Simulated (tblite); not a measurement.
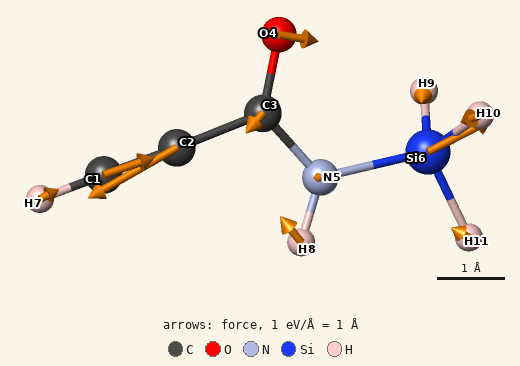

Starting geometry of C$_{3}$H$_{5}$NOSi with the computed forces as orange arrows. Style: ball-and-stick. Shown at a tilt.

Level of theory: tblite, GFN2-xTB geometry optimisation, dihedral held, gas phase. 

### What follows when this structure is relaxed?

It isn't relaxed: the largest force vector, on C2, is 1.57 eV/Å. The final displacements have little in common with the starting forces (cosine between the two patterns 0.20). The atom that moves furthest after the best rigid fit is O4 (0.27 Å). By element the largest moves are O 0.27 Å, H 0.18 Å, N 0.14 Å, C 0.14 Å, Si 0.07 Å. Some distances before and after: O4–Si6 3.041 → 2.718 Å, Si6–H10 1.485 → 1.457 Å, N5–Si6 1.733 → 1.759 Å, C3–N5 1.367 → 1.349 Å. Bond angles that change, for instance: Si6–N5–H8 117.3° → 127.2°, C3–N5–Si6 122.2° → 113.5°, O4–C3–N5 126.0° → 120.1°. After 42 geometry steps the energy has fallen by 2.65 kcal/mol. Cost: 0.25 s on 1 thread of Arm Neoverse V2 (shared host).
